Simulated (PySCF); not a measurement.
H4AlFO2Si, SMILES [OH][Al]([OH])[SiH2]F, singlet at its PBE0/def2-SVP optimised geometry (Å):

```
9

Si     0.2178    -0.9724     0.0000
F     -0.2738    -1.7766     1.3374
Al    -0.7129     1.2773     0.0000
O     -0.2826     2.2436    -1.3312
O     -1.7150     1.7703     1.2768
H      1.7150    -0.9724     0.0000
H     -0.2160    -1.7703    -1.1903
H     -0.5178     3.1455    -1.5503
H     -2.1659     2.5950     1.4560
```

Calculation: PBE0/def2-TZVP run with PySCF. Cells within 0.4 Å of a nucleus heavier than hydrogen are left out (blank, or x).

Map of the electrostatic potential (hartree/e), clipped to [-0.08, 0.12] on the plane z = 0.0 Å:

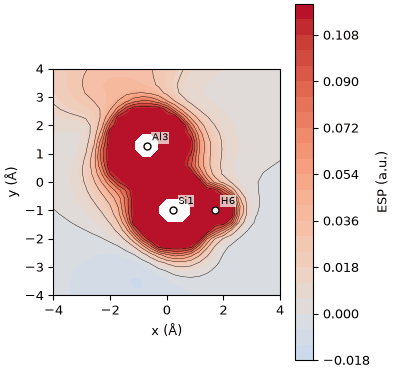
Fig. 1. Electrostatic potential (hartree/e), clipped to [-0.08, 0.12] on the plane z = 0.0 Å.
